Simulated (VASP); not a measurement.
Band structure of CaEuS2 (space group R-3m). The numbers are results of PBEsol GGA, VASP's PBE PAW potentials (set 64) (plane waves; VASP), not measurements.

The 4f electrons are frozen in the core of the lanthanide potential, so 4f levels, which can set the real gap, and their magnetism are missing.

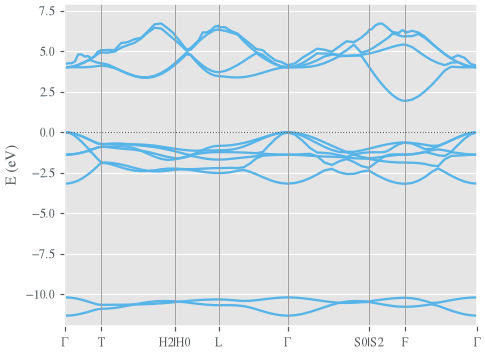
Bands along high-symmetry lines, zero at the valence-band maximum or, without a gap, the Fermi level

**Question.** Read the plot: is there a gap, and where are the band edges?

**Answer.** The gap is indirect, 1.93 eV, from the valence maximum at Γ to the conduction minimum at F. (Edges off the drawn lines would not show.)

The structure comes from a computed database's CaEuS2 entry (R-3m); how it stands against other phases isn't given here. It was relaxed first, which changed the volume by -5 %.
